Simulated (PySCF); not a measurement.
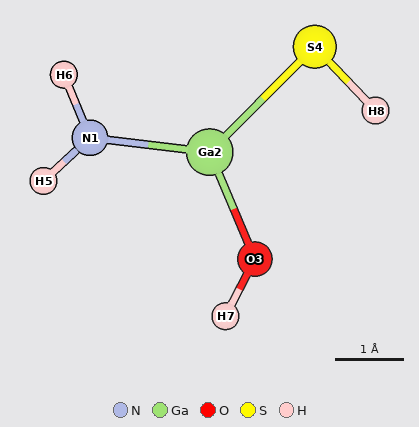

Fig. 1: The structure as given in the input (ball-and-stick view, seen on its broad side; atoms are numbered from 1 in the order of the input). Sticks mark near contacts. Bond lengths as drawn: Ga–N 1.85 Å, Ga–O 1.75 Å, Ga–S 2.21 Å, H–N 1.01 Å, H–O 0.95 Å and H–S 1.33 Å.

**Single-point calculation, with input and output: GaNH4SO (charge +1)**

GaNH4SO, charge +1, multiplicity 2, computed with MP2/6-31G**, UHF (PySCF 2.14.0).

The geometry is that of the parent species in another charge or spin state. The geometry comes from this level: GFN2-xTB.

Log:
```
WARN: HOMO -0.299937518017684 >= LUMO -0.299937518017684

converged SCF energy = -2451.89362027271  <S^2> = 0.75968515  2S+1 = 2.0096618
E(UMP2) = -2452.57864741813  E_corr = -0.685027145418133
E(SCS-UMP2) = -2452.54867963675  E_corr = -0.655059364035196
E = -2452.5786474181 Eh
```

This output came from the following input.

Input (run.py):
```python
from pyscf import gto, mp

mol = gto.Mole()
mol.atom = '''
N    1.594220   0.114850   0.530180
Ga  -0.177570   0.124760   0.012410
O   -0.790140  -1.054370  -1.120300
S   -1.708970   1.631610   0.520490
H    2.084160  -0.770140   0.601990
H    1.869490   0.701930   1.308170
H   -0.319460  -1.761780  -1.553990
H   -2.551730   1.013130  -0.298940
'''
mol.charge = 1
mol.verbose = 3
mol.basis = '6-31g**'
mol.max_memory = 1860
mol.spin = 1
mol.build()

calc0 = mol.UHF()
calc0.conv_tol = 1e-10
calc0.kernel()
if not calc0.converged:
    calc0 = calc0.newton().run(calc0.mo_coeff, calc0.mo_occ)

pt = mp.MP2(calc0, frozen=16).run()
e_final = pt.e_tot
print('E = %.10f Eh' % e_final)
```

Launch command:
```bash
OMP_NUM_THREADS=1 python run.py
```

Results in brief:

```csv
quantity,value
outcome,converged
total energy,−2452.578647 hartree
SCF energy,−2451.893620 hartree
correlation energy,−0.685027 hartree
basis functions,98
⟨S²⟩,0.760
hardware,"1 thread of Arm Neoverse V1, 24 GiB of memory available, shared host"
wall time,6.6 s
peak memory,0.28 GiB
```
